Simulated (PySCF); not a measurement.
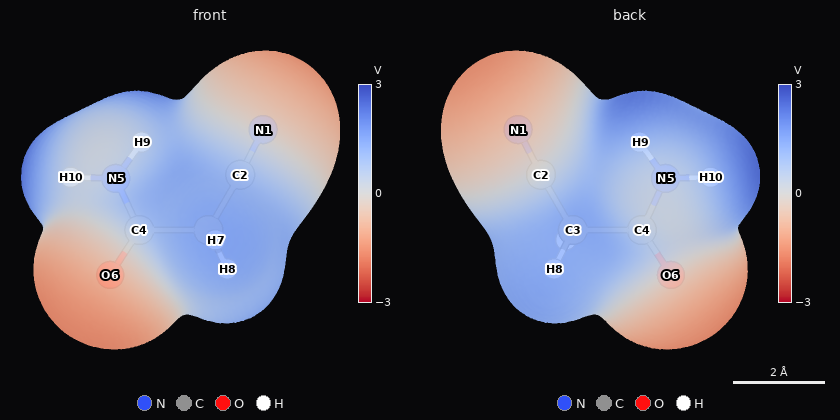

*C3H4N2O (SMILES N#CCC(N)=O). The electrostatic potential painted on the density surface at 0.002 e/bohr³, seen from the front and from behind; red is negative and blue positive.*

Geometry: PBE0-D3(BJ)/def2-SVP.

All numbers below come from PySCF, B3LYP/def2-SVPD, SCF density, gas phase.

```xyz
10

N     2.4630   -0.7157    0.0073
C     1.3223   -0.9100   -0.0336
C    -0.1192   -1.0743   -0.0867
C    -0.9430    0.2245   -0.1055
N    -0.2403    1.3752   -0.0483
O    -2.1483    0.1571   -0.1631
H    -0.4637   -1.6618    0.7780
H    -0.4006   -1.6457   -0.9845
H     0.7705    1.3944   -0.0252
H    -0.7529    2.2468   -0.0734
```

### Where is the surface potential most negative and most positive?

The most negative region (about −1.6 V) lies over O6, the most positive (about +2.4 V) over H10. O6 is the likeliest acceptor of a hydrogen bond.

### How polar is the molecule by this calculation?

Its dipole moment is 0.81 D.
